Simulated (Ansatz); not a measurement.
| atom | x (Å) | y (Å) | z (Å) |
| --- | --- | --- | --- |
| Si | -0.2766 | 0.8157 | 1.5202 |
| H | -1.1194 | -2.5280 | 0.4692 |
| O | -0.5588 | 0.8712 | -0.0549 |
| Si | -0.2822 | 0.8431 | -1.6780 |
| H | 0.0450 | 2.1532 | 2.0575 |
| H | -1.3883 | 0.1498 | 2.2249 |
| H | 1.7617 | -0.9861 | 0.4397 |
| F | 1.0383 | -0.0907 | 1.7818 |
| H | -0.4721 | -2.4558 | 0.1033 |
| F | 1.9104 | -1.3227 | -0.4144 |
| H | 1.1078 | 1.2724 | -1.9574 |
| H | -1.2353 | 1.7982 | -2.2954 |
| H | -0.5302 | -0.5202 | -2.1964 |

The product side of a reaction path; geometry: PBE0-D4/def2-TZVP.

Level of theory: RKS PBE0-D4/def2-TZVPP in Ansatz.

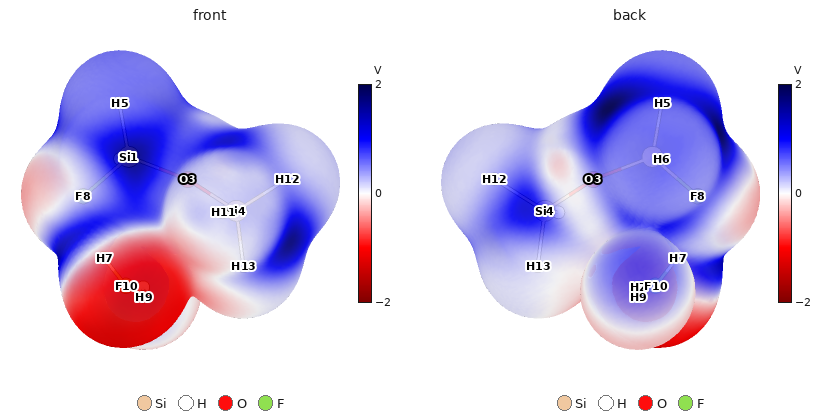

FH$_{5}$OSi$_{2}$···H$_{2}$···HF. The electrostatic potential painted on the density surface at 0.002 e/bohr³, seen from the front and from behind; red is negative and blue positive.

### Describe the electrostatic potential map.

The most negative region (about −1.3 V, or −30 kcal/mol for a unit charge) lies over F10, the most positive (about +1.8 V, or +42 kcal/mol for a unit charge) over Si1.
